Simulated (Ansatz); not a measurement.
**GeH₂ (triplet): B2PLYP, RPA-PBE over a scan of the angle H2–Ge1–H3, cc-pVDZ**

Aim: run GeH₂ (triplet) with these functionals over a scan of the angle H2–Ge1–H3, and hold them against the top wave-function level at the same points.

The runs use Ansatz 0.2.0, Gaussian basis; cc-pVDZ, all electrons in the functionals, frozen cores in the correlation of double hybrids and RPA.

The runs, in order: B2PLYP, RPA-PBE, at 71.7°; 89.9°; 108.7°; 120.0°; 125.2°; 140.9°; 159.6°; 180.0°.

15 further runs of the same task are left out: 2 for a mislabelled method, 9 that didn't finish, 4 set aside as unsound or not needed.

### Step 1. The system

The geometry derives from a PBE0/def2-TZVP stationary point (not a proven minimum). One angle is set to the value named; bond lengths are kept. No spin-orbit coupling is included. The filled d shell of Ge may be among the frozen orbitals whatever the setting's name suggests; the logs give the count.

3 atoms, charge 0, spin multiplicity 3.

Atoms are counted from 1 here; the program's logs count them from 0.

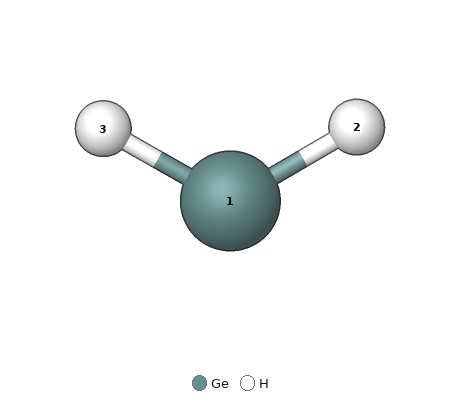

The structure; germanium teal, hydrogen white; atoms are numbered from 1 in the order of the file.

No dispersion term is added.

The geometry shown and the zero of energy belong to the point 120.0°. The yardstick, FCI, and other wave-function levels (R restricted, U unrestricted, valence and pair active spaces) come from earlier runs.

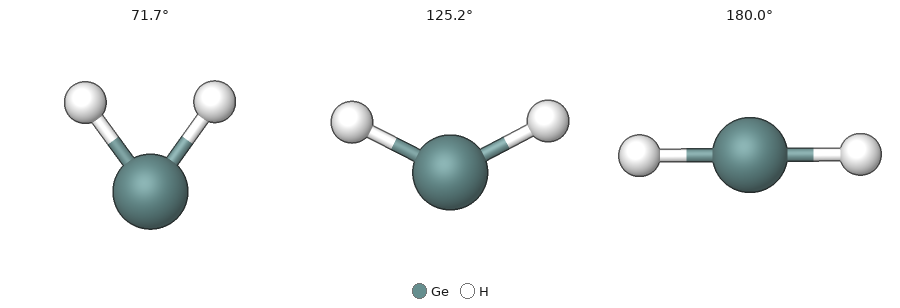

Three points of the scan; sticks are drawn by distance.

### Step 2. B2PLYP, 71.7°

The input, in.yaml:

```yaml
crystal:
  periodic: [false, false, false]
  atoms:
    - {symbol: Ge, position_ang: [0.000000, -0.033717, 0.000000]}
    - {symbol: H, position_ang: [0.000000, 1.214968, -0.902238]}
    - {symbol: H, position_ang: [0.000000, 1.214968, 0.902238]}
basis:
  gaussian: {orbitals: cc-pVDZ}
magnetization: {spin_polarized: true, initial_magnetization: 2}
hamiltonian: {xc: {name: B2PLYP}}
correlation: {electrons: outside_noble_gas}
```

The run is started by

```
ansatz run in.yaml --threads 1 --pin off --events-out ev --progress --plain --max-ram 2393MiB
```

After this run come: B2PLYP, 89.9°; B2PLYP, 108.7°; B2PLYP, 120.0°; B2PLYP, 125.2°; B2PLYP, 140.9°; B2PLYP, 159.6°; B2PLYP, 180.0°; RPA-PBE, 71.7°; RPA-PBE, 89.9°; RPA-PBE, 108.7°; RPA-PBE, 120.0°; RPA-PBE, 125.2°; RPA-PBE, 140.9°; RPA-PBE, 159.6°; RPA-PBE, 180.0°.

**Question.** What will the summary of the whole plan be? Wanted: span of the FCI curve; largest miss, B2PLYP; largest miss, RPA-PBE.

The runs gave:

| quantity | value |
| --- | --- |
| span of the FCI curve | 120.2 kJ/mol |
| largest miss, B2PLYP | +3.7 kJ/mol (71.7°) |
| largest miss, RPA-PBE | -7.1 kJ/mol (71.7°) |

In words: Of the functionals, B2PLYP keep the smallest largest miss at the points compared (at most 3.7 kJ/mol) and RPA-PBE strays most (7.1 kJ/mol, at 71.7°). Functionals and the yardstick converge differently with the basis, so part of each miss in cc-pVDZ is the basis.
